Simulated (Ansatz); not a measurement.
**H$_{4}$OSi···PH$_{3}$: density, localisation and related maps**

Input

```
crystal:
  periodic: [false, false, false]
  atoms:
    - { symbol: Si, position_ang: [0.0, 0.0, 0.0] }
    - { symbol: O, position_ang: [0.0, 0.0, 2.03] }
    - { symbol: H, position_ang: [-0.9095, -0.2814, 2.3671] }
    - { symbol: H, position_ang: [1.3768, 0.0, -0.4862] }
    - { symbol: H, position_ang: [-0.6877, 1.1914, -0.4862] }
    - { symbol: H, position_ang: [-0.6877, -1.1914, -0.4862] }
    - { symbol: P, position_ang: [1.2944, -1.9656, 0.782] }
    - { symbol: H, position_ang: [0.4981, -3.1353, 0.6631] }
    - { symbol: H, position_ang: [2.4646, -2.108, -0.0096] }
    - { symbol: H, position_ang: [0.6725, -1.0212, 1.8891] }
basis:
  gaussian: { orbitals: "6-31G*" }
hamiltonian:
  xc: lda
relax:
  f_tol: 0.15
  max_steps: 25
  restrain:
    - { distance: [0, 6], at: 3.38, k: 30.0 }
    - { distance: [9, 1], at: 2.21, k: 30.0 }
    - { distance: [0, 1], at: 1.68, k: 30.0 }
    - { distance: [9, 6], at: 1.42, k: 30.0 }
output:
  orbitals: {}
```

Command:

```sh
ansatz run input.yaml --threads 1 --pin off --max-ram 2048MiB --backend cpu --events-out ev --progress --plain --runs-dir out
```

The fields are those of the run's last geometry, not of the input's.

Not at a stationary point (largest force 0.8 eV/Å).

The calculation used RKS LDA/6-31G* in Ansatz 0.2.0.

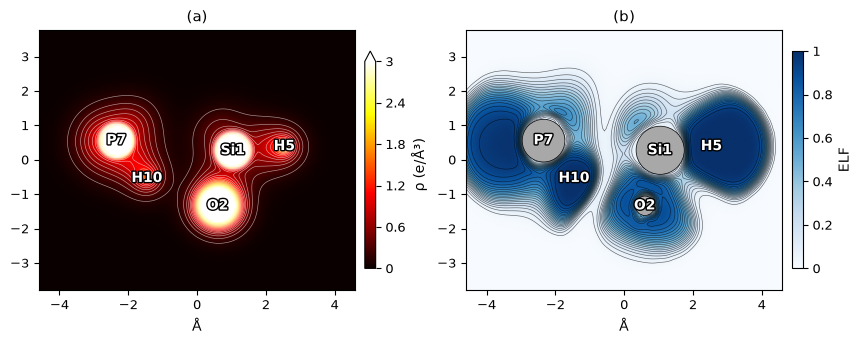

Figure 1. (a) electron density; (b) electron localisation function on the plane of atoms O2, Si1 and H5. Grey discs cover the atomic cores in the ELF map.

Read the bonding off the picture.

The plane passes through Si, O, H and P nuclei.
Si1···H10 (2.63 Å): the density falls to about 0.1 e/Å³ on the way; the ELF dips to about 0.05 between them.
Si–O (1.67 Å): ρ at the midpoint is about 1.1 e/Å³; the ELF peaks at about 0.85 between the atoms, as expected for a polar covalent bond.
P–H (1.43 Å): the density is about 1.1 e/Å³ at the midpoint; the ELF climbs to about 1 towards the hydrogen, as it does in any bond to H.
Si–H (1.51 Å): ρ is about 0.77 e/Å³ halfway; the ELF climbs to about 1 towards the hydrogen.
The ELF also peaks beside O2 and P7, away from the bonds: lone-pair regions.

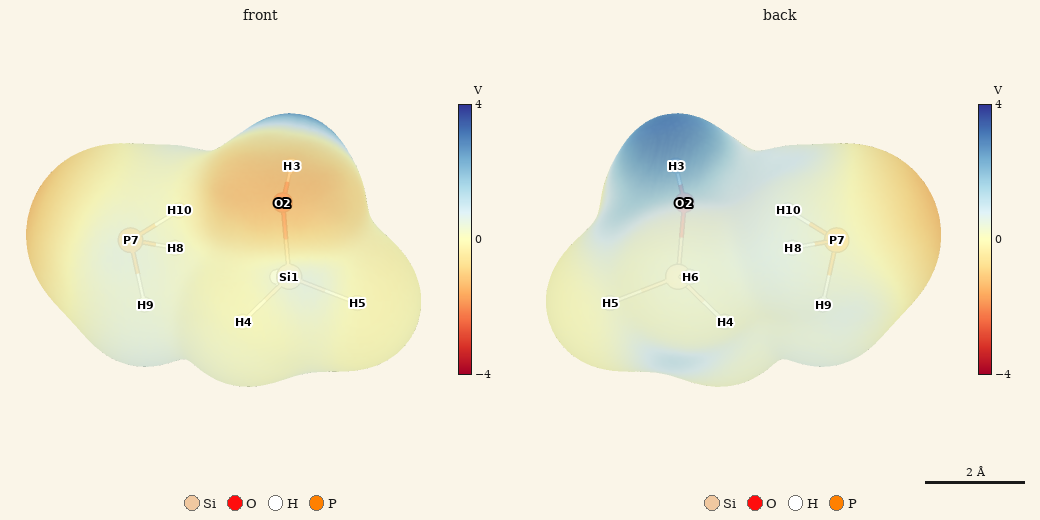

Figure 2. The electrostatic potential painted on the density surface at 0.002 e/bohr³, seen from the front and from behind; red is negative and blue positive.

Which sites attract a positive test charge, and which a negative one?

A positive charge is drawn to the negative regions and a negative charge to the positive ones. The most negative region (about −1.3 V) lies over O2, the most positive (about +2.9 V) over H3. O2 is the likeliest acceptor of a hydrogen bond.

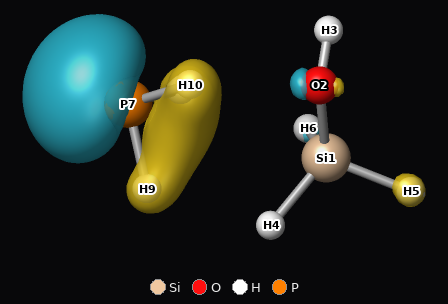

Figure 3. The HOMO at ±0.15 Å⁻³ᐟ² (yellow and cyan are the two phases), seen at a tilt.

Where does this orbital lie, and at what energy?

Its weight (Hirshfeld) is mainly on P7 (about 75 %); largely a lone pair of P7. Its energy is −6.34 eV.
